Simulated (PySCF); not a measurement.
**Run report: C7H16Ge, geometry relaxation (part 2 of 2)**

The same run, continued: C7H16Ge; PBE0-D3(BJ)/def2-SVP geometry optimisation, gas phase (PySCF 2.14.0). It belongs to a series of runs on one base structure; here: constitutional isomer.

Geometry of the input (Å):
```
C  2.9299  0.8570  -0.0543
C  1.9669  -0.1148  -0.7386
C  0.4942  0.0991  -0.3491
C  0.2439  -0.2291  1.1301
C  -1.1231  -1.0056  1.1280
C  -1.7062  -0.7772  -0.2607
Ge -2.6946  0.9302  -0.3776
C  -0.4401  -0.7700  -1.1369
H  2.8530  0.7943  1.0428
H  2.6383  1.8999  -0.3172
H  3.9290  0.7045  -0.3574
H  2.0673  -0.0019  -1.8139
H  2.2416  -1.1202  -0.4892
H  0.2354  1.1530  -0.5245
H  0.1343  0.6690  1.7283
H  1.0047  -0.8302  1.5683
H  -1.7883  -0.6415  1.9259
H  -0.9491  -2.0584  1.3055
H  -2.3820  -1.6023  -0.5326
H  -2.7489  1.4747  -1.7722
H  -4.1474  0.7638  0.0380
H  -2.1340  1.9869  0.4890
H  -0.6304  -0.3763  -2.1575
H  -0.0587  -1.7853  -1.2284
```

### Trajectory as extended XYZ, continued
```
24
Properties=species:S:1:pos:R:3:forces:R:3 step=6 energy=-64010.46972
C     2.8167    1.2935    0.0162   -0.0316  -0.0106   0.0045
C     1.8662    0.3634   -0.7220    0.0023   0.0234  -0.0060
C     0.4039    0.5413   -0.3342    0.0265  -0.0044   0.0194
C     0.0795    0.2004    1.1409   -0.0029  -0.0047  -0.0228
C    -1.2488   -0.5845    1.1273   -0.0019  -0.0013   0.0009
C    -1.8276   -0.3797   -0.2815    0.0032   0.0052  -0.0025
Ge   -2.9203    1.2577   -0.4087   -0.0125  -0.0131  -0.0056
C    -0.5670   -0.3221   -1.1453   -0.0191   0.0041  -0.0087
H     2.7720    1.1354    1.1053    0.0082  -0.0045   0.0008
H     2.5631    2.3494   -0.1710    0.0086   0.0045  -0.0066
H     3.8596    1.1386   -0.2984    0.0085   0.0068  -0.0012
H     1.9680    0.5235   -1.8097    0.0009  -0.0113   0.0023
H     2.1544   -0.6884   -0.5419    0.0004  -0.0020   0.0016
H     0.1403    1.6007   -0.5111   -0.0080  -0.0001   0.0028
H     0.0085    1.1120    1.7526    0.0010  -0.0011   0.0020
H     0.8835   -0.4090    1.5843    0.0017   0.0056   0.0088
H    -1.9323   -0.2826    1.9367    0.0018   0.0010   0.0034
H    -1.0488   -1.6588    1.2778   -0.0065   0.0010   0.0006
H    -2.4966   -1.2049   -0.5737    0.0084  -0.0051  -0.0085
H    -3.0368    1.7139   -1.8788   -0.0040   0.0013   0.0092
H    -4.3350    0.9776    0.1402    0.0067   0.0094   0.0049
H    -2.3086    2.4098    0.4162    0.0035  -0.0042  -0.0038
H    -0.7334    0.0645   -2.1635    0.0049   0.0005  -0.0003
H    -0.1498   -1.3412   -1.2525   -0.0004  -0.0002   0.0047
24
Properties=species:S:1:pos:R:3:forces:R:3 step=7 energy=-64010.47041
C     2.8142    1.3048    0.0199   -0.0074  -0.0038  -0.0040
C     1.8650    0.3829   -0.7298   -0.0001   0.0112  -0.0077
C     0.4029    0.5498   -0.3364    0.0151   0.0009   0.0107
C     0.0851    0.2019    1.1384    0.0080  -0.0187  -0.0194
C    -1.2361   -0.5945    1.1261   -0.0006  -0.0045   0.0050
C    -1.8217   -0.3889   -0.2793   -0.0131   0.0070  -0.0104
Ge   -2.9331    1.2360   -0.3998   -0.0052  -0.0040  -0.0037
C    -0.5653   -0.3170   -1.1480   -0.0075   0.0072  -0.0073
H     2.7655    1.1383    1.1075    0.0073  -0.0065   0.0011
H     2.5645    2.3629   -0.1604    0.0040   0.0028  -0.0026
H     3.8585    1.1501   -0.2919   -0.0069   0.0084   0.0007
H     1.9634    0.5605   -1.8151    0.0024  -0.0164   0.0011
H     2.1570   -0.6711   -0.5674   -0.0003   0.0066   0.0077
H     0.1315    1.6077   -0.5094   -0.0031   0.0004   0.0092
H     0.0080    1.1111    1.7531    0.0003   0.0005   0.0016
H     0.8956   -0.4020    1.5784   -0.0059   0.0115   0.0052
H    -1.9192   -0.3030    1.9396    0.0011   0.0029   0.0021
H    -1.0258   -1.6677    1.2707   -0.0066   0.0035   0.0006
H    -2.4852   -1.2183   -0.5730    0.0139  -0.0091  -0.0046
H    -3.1108    1.6542   -1.8751   -0.0044   0.0017   0.0110
H    -4.3224    0.9571    0.2109    0.0055   0.0070   0.0054
H    -2.3013    2.4143    0.3718    0.0005  -0.0097  -0.0060
H    -0.7387    0.0737   -2.1635    0.0043  -0.0001  -0.0003
H    -0.1409   -1.3322   -1.2624   -0.0013   0.0011   0.0045
24
Properties=species:S:1:pos:R:3:forces:R:3 step=8 energy=-64010.47087
C     2.8099    1.3275    0.0221    0.0254   0.0084  -0.0137
C     1.8632    0.4151   -0.7415   -0.0035  -0.0075  -0.0101
C     0.4017    0.5638   -0.3393   -0.0081   0.0072  -0.0080
C     0.0939    0.2034    1.1342    0.0173  -0.0294  -0.0063
C    -1.2153   -0.6123    1.1226    0.0014  -0.0090   0.0093
C    -1.8117   -0.4053   -0.2777   -0.0287   0.0070  -0.0180
Ge   -2.9550    1.1975   -0.3822    0.0040   0.0079  -0.0005
C    -0.5618   -0.3075   -1.1534    0.0104   0.0106   0.0005
H     2.7575    1.1500    1.1078    0.0038  -0.0070   0.0008
H     2.5645    2.3882   -0.1490   -0.0055  -0.0002   0.0051
H     3.8558    1.1746   -0.2867   -0.0214   0.0079   0.0006
H     1.9556    0.6156   -1.8233    0.0041  -0.0197  -0.0021
H     2.1628   -0.6404   -0.6031   -0.0012   0.0141   0.0170
H     0.1172    1.6194   -0.5045    0.0061   0.0019   0.0165
H     0.0055    1.1080    1.7540   -0.0015   0.0022   0.0001
H     0.9144   -0.3906    1.5698   -0.0111   0.0137  -0.0016
H    -1.8981   -0.3379    1.9424    0.0002   0.0047  -0.0011
H    -0.9883   -1.6834    1.2575   -0.0047   0.0047   0.0006
H    -2.4634   -1.2431   -0.5746    0.0173  -0.0107   0.0009
H    -3.2406    1.5534   -1.8568   -0.0032   0.0023   0.0096
H    -4.2936    0.9245    0.3346    0.0024   0.0006   0.0040
H    -2.2925    2.4156    0.2964   -0.0028  -0.0118  -0.0049
H    -0.7456    0.0904   -2.1643    0.0014  -0.0005   0.0001
H    -0.1252   -1.3161   -1.2798   -0.0023   0.0025   0.0013
24
Properties=species:S:1:pos:R:3:forces:R:3 step=9 energy=-64010.47133
C     2.8089    1.3356    0.0181    0.0295   0.0109  -0.0135
C     1.8636    0.4191   -0.7420   -0.0036  -0.0127  -0.0080
C     0.4021    0.5654   -0.3389   -0.0156   0.0082  -0.0151
C     0.0945    0.2017    1.1337    0.0146  -0.0223   0.0030
C    -1.2129   -0.6168    1.1206    0.0018  -0.0080   0.0073
C    -1.8101   -0.4088   -0.2795   -0.0246   0.0042  -0.0138
Ge   -2.9591    1.1902   -0.3765    0.0085   0.0101   0.0012
C    -0.5605   -0.3053   -1.1549    0.0148   0.0093   0.0043
H     2.7593    1.1600    1.1042    0.0008  -0.0049   0.0008
H     2.5611    2.3954   -0.1552   -0.0085  -0.0015   0.0073
H     3.8547    1.1850   -0.2922   -0.0194   0.0051  -0.0002
H     1.9548    0.6157   -1.8245    0.0030  -0.0147  -0.0028
H     2.1657   -0.6352   -0.6004   -0.0014   0.0121   0.0163
H     0.1158    1.6208   -0.5017    0.0094   0.0028   0.0146
H     0.0032    1.1055    1.7545   -0.0023   0.0016  -0.0009
H     0.9161   -0.3900    1.5700   -0.0079   0.0089  -0.0045
H    -1.8962   -0.3447    1.9408   -0.0003   0.0037  -0.0014
H    -0.9842   -1.6876    1.2541   -0.0020   0.0032   0.0003
H    -2.4577   -1.2491   -0.5782    0.0112  -0.0075   0.0020
H    -3.2648    1.5426   -1.8476   -0.0026   0.0008   0.0043
H    -4.2873    0.9181    0.3592    0.0000  -0.0033   0.0034
H    -2.2897    2.4110    0.2900   -0.0025  -0.0079  -0.0036
H    -0.7445    0.0946   -2.1650   -0.0011   0.0000   0.0003
H    -0.1220   -1.3129   -1.2836   -0.0017   0.0019  -0.0015
24
Properties=species:S:1:pos:R:3:forces:R:3 step=10 energy=-64010.47208
C     2.8060    1.3563    0.0021    0.0162   0.0089  -0.0047
C     1.8652    0.4202   -0.7393    0.0015  -0.0122  -0.0014
C     0.4038    0.5657   -0.3363   -0.0227   0.0052  -0.0201
C     0.0948    0.1944    1.1336   -0.0036   0.0045   0.0188
C    -1.2113   -0.6265    1.1156    0.0011  -0.0008  -0.0021
C    -1.8083   -0.4142   -0.2851    0.0029  -0.0066   0.0055
Ge   -2.9640    1.1803   -0.3626    0.0080   0.0078   0.0039
C    -0.5577   -0.3004   -1.1582    0.0118   0.0013   0.0082
H     2.7676    1.1914    1.0905   -0.0035   0.0013  -0.0010
H     2.5444    2.4111   -0.1809   -0.0092  -0.0024   0.0082
H     3.8504    1.2148   -0.3153   -0.0011  -0.0013  -0.0030
H     1.9544    0.5939   -1.8258    0.0007   0.0012  -0.0027
H     2.1737   -0.6288   -0.5760   -0.0010   0.0003   0.0076
H     0.1180    1.6221   -0.4923    0.0102   0.0026   0.0029
H    -0.0013    1.0959    1.7571   -0.0027  -0.0012  -0.0017
H     0.9169   -0.3946    1.5713    0.0038  -0.0064  -0.0070
H    -1.8957   -0.3566    1.9357   -0.0007  -0.0013  -0.0018
H    -0.9828   -1.6974    1.2467    0.0046  -0.0022  -0.0002
H    -2.4472   -1.2591   -0.5888   -0.0080   0.0049   0.0021
H    -3.2982    1.5423   -1.8244   -0.0013  -0.0038  -0.0075
H    -4.2770    0.9042    0.3980   -0.0037  -0.0075   0.0012
H    -2.2827    2.3968    0.2979    0.0000   0.0053   0.0008
H    -0.7404    0.1051   -2.1662   -0.0054   0.0017   0.0008
H    -0.1177   -1.3065   -1.2920    0.0018   0.0007  -0.0069
24
Properties=species:S:1:pos:R:3:forces:R:3 step=11 energy=-64010.47212
C     2.8042    1.3661   -0.0018    0.0064   0.0051  -0.0021
C     1.8648    0.4274   -0.7420    0.0010  -0.0062  -0.0010
C     0.4036    0.5693   -0.3366   -0.0145   0.0034  -0.0127
C     0.0980    0.1925    1.1329   -0.0043   0.0052   0.0130
C    -1.2050   -0.6331    1.1145    0.0009  -0.0007  -0.0031
C    -1.8056   -0.4185   -0.2843    0.0087  -0.0060   0.0075
Ge   -2.9696    1.1700   -0.3549    0.0034   0.0047   0.0028
C    -0.5572   -0.2963   -1.1596    0.0056  -0.0011   0.0043
H     2.7677    1.2004    1.0866   -0.0014   0.0004  -0.0008
H     2.5381    2.4201   -0.1833   -0.0062  -0.0013   0.0059
H     3.8484    1.2282   -0.3210    0.0014  -0.0004  -0.0035
H     1.9519    0.6016   -1.8286    0.0008   0.0003  -0.0020
H     2.1764   -0.6207   -0.5790   -0.0012  -0.0010   0.0056
H     0.1164    1.6258   -0.4884    0.0065   0.0021   0.0011
H    -0.0006    1.0919    1.7592   -0.0015  -0.0009  -0.0011
H     0.9230   -0.3948    1.5673    0.0039  -0.0052  -0.0045
H    -1.8890   -0.3685    1.9367   -0.0003  -0.0018  -0.0015
H    -0.9721   -1.7035    1.2417    0.0038  -0.0022  -0.0004
H    -2.4415   -1.2652   -0.5894   -0.0076   0.0049   0.0014
H    -3.3315    1.5167   -1.8139    0.0003  -0.0023  -0.0053
H    -4.2674    0.8921    0.4310   -0.0033  -0.0048  -0.0007
H    -2.2841    2.3963    0.2827    0.0000   0.0049   0.0016
H    -0.7439    0.1129   -2.1654   -0.0038   0.0022   0.0009
H    -0.1140   -1.3002   -1.2993    0.0015   0.0005  -0.0058
```

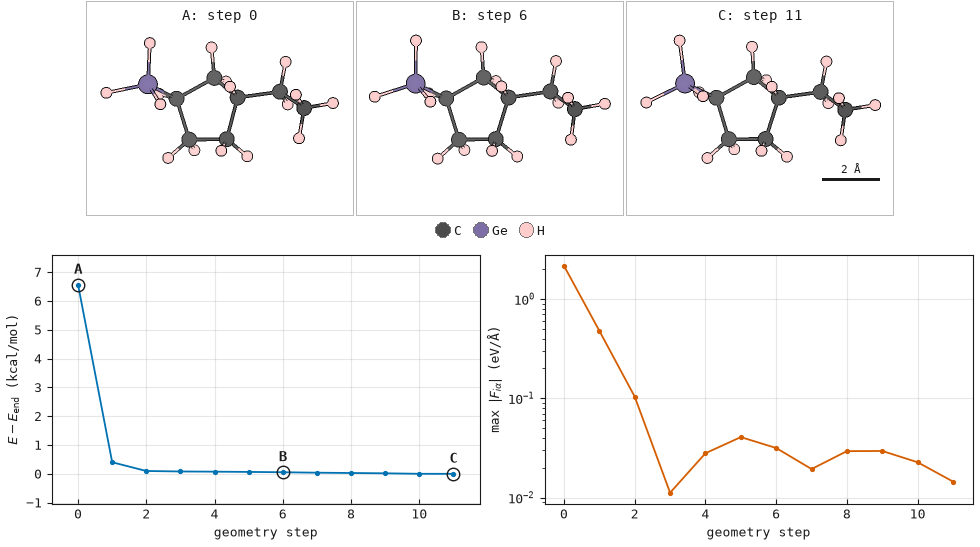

**Figure 1.** Frames of the relaxation (ball-and-stick view, seen at a tilt) above the curves, on which the letters mark them (steps are counted from 0).

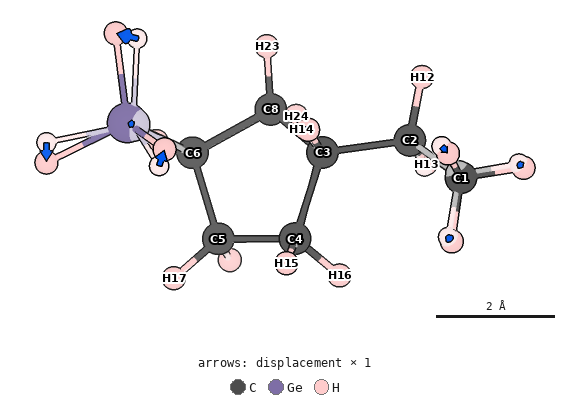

**Figure 2.** Start (faint) and end (solid) with the displacements as blue arrows, at true length (ball-and-stick view, seen at a tilt). The two geometries are laid on each other by the best rigid fit. H20 moves most after the best rigid fit: 0.47 Å. By element the largest moves are H 0.47 Å, Ge 0.12 Å, C 0.08 Å. Among the contacts that change: Ge7–H22 1.477 → 1.543 Å, C1–H11 1.055 → 1.101 Å, Ge7–H20 1.498 → 1.543 Å, C2–H13 1.072 → 1.105 Å. Among the angles that change: H20–Ge7–H21 105.1° → 109.0°, Ge7–C6–H19 109.0° → 105.6°, C2–C3–C4 111.7° → 114.8°. After 11 geometry steps the energy has fallen by 6.56 kcal/mol. The largest force component goes from 2.2 to 0.015 eV/Å. (Atoms are counted from 1 in the order of the input.)

### Key numbers

- outcome: converged
- total energy: −2352.341482 hartree
- dipole moment: 0.91 D
- point group: C1
- hardware: 1 CPU thread, shared host
- wall time: 5.6 min
- peak memory: 1.3 GiB
